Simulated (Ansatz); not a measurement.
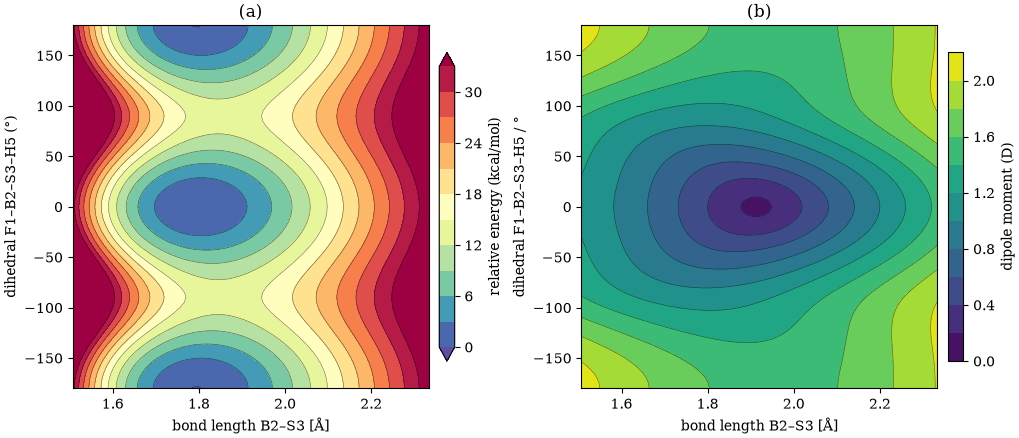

BFH2S, SMILES FBS. The first coordinate is: bond length B2–S3; the second: dihedral F1–B2–S3–H5. Nothing is relaxed (all other coordinates rigid). Grid: 13 × 12 points; 91 points were computed and 65 follow by symmetry. All energies are given in kcal/mol relative to the lowest grid point. Computed with RKS PBE0-D4/def2-TZVP in Ansatz 0.2.0.

Panel (a) is the energy; panel (b) is the computed dipole moment, in D.

The picture shows filled contours, one colour for all values above the top of the scale. Between grid points the surface is interpolated.

How does the dipole moment vary over the map, and what is it at the lowest grid point?

Answer. Leaving out the highest fifth of the energies, it runs from 0.16 D at bond length B2–S3 = 1.920 Å, dihedral F1–B2–S3–H5 = 0° to 1.95 D at bond length B2–S3 = 1.576 Å, dihedral F1–B2–S3–H5 = −180°. At the lowest grid point, bond length B2–S3 = 1.782 Å, dihedral F1–B2–S3–H5 = −180°, it is 1.63 D.
